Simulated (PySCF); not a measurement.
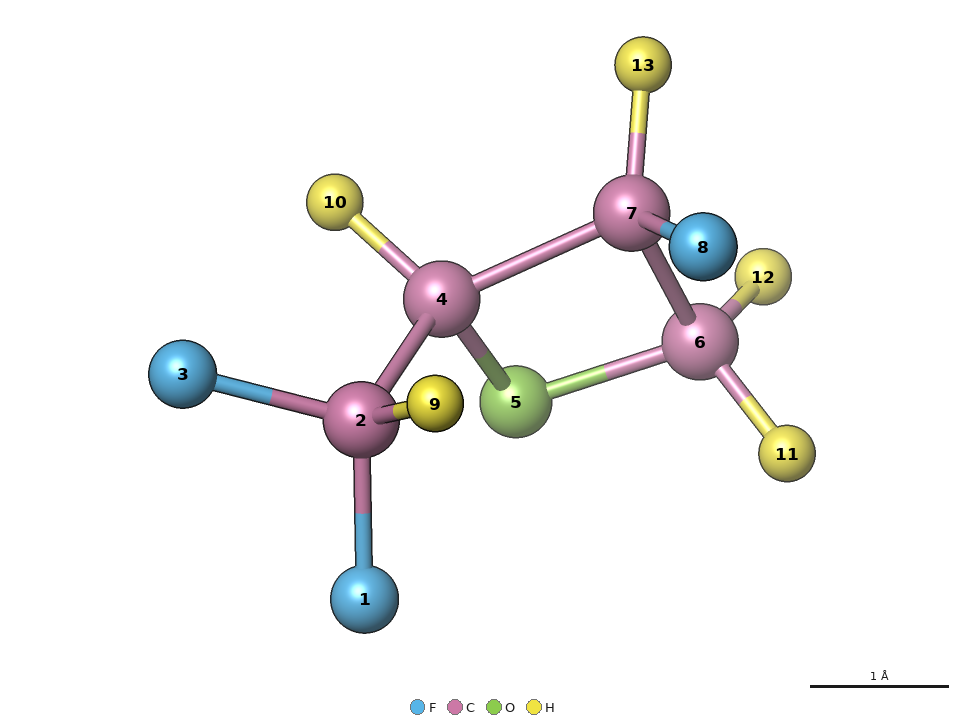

Orthographic view. Distant atoms are faded towards the background colour. Geometry: an image of a reaction path computed with GFN2-xTB, not a minimum.

Write a MOL file (V2000) with the atoms in numerical order, bonds sorted by atom number with the orders drawn, and coordinates in the frame of the picture: x right, y up, z towards the viewer, origin at the mean position.

```
C4H5F3O
                    3D

 13 13  0  0  0  0  0  0  0  0999 V2000
   -1.1900   -1.9500    0.5700 F   0  0  0  0  0  0  0  0  0  0  0  0
   -1.2100   -0.6500    0.9100 C   0  0  0  0  0  0  0  0  0  0  0  0
   -2.5100   -0.3200    1.1200 F   0  0  0  0  0  0  0  0  0  0  0  0
   -0.6300    0.2300   -0.2200 C   0  0  2  0  0  0  0  0  0  0  0  0
   -0.0900   -0.5200   -1.3100 O   0  0  0  0  0  0  0  0  0  0  0  0
    1.2500   -0.0800   -1.0400 C   0  0  0  0  0  0  0  0  0  0  0  0
    0.7500    0.8500    0.0600 C   0  0  2  0  0  0  0  0  0  0  0  0
    1.2700    0.6100    1.3000 F   0  0  0  0  0  0  0  0  0  0  0  0
   -0.6700   -0.5300    1.8600 H   0  0  0  0  0  0  0  0  0  0  0  0
   -1.4000    0.9300   -0.5500 H   0  0  0  0  0  0  0  0  0  0  0  0
    1.8800   -0.8900   -0.6700 H   0  0  0  0  0  0  0  0  0  0  0  0
    1.7100    0.3900   -1.9100 H   0  0  0  0  0  0  0  0  0  0  0  0
    0.8300    1.9300   -0.1200 H   0  0  0  0  0  0  0  0  0  0  0  0
  1  2  1  0
  2  3  1  0
  2  4  1  0
  2  9  1  0
  4  5  1  0
  4  7  1  0
  4 10  1  0
  5  6  1  0
  6  7  1  0
  6 11  1  0
  6 12  1  0
  7  8  1  0
  7 13  1  0
M  END
```
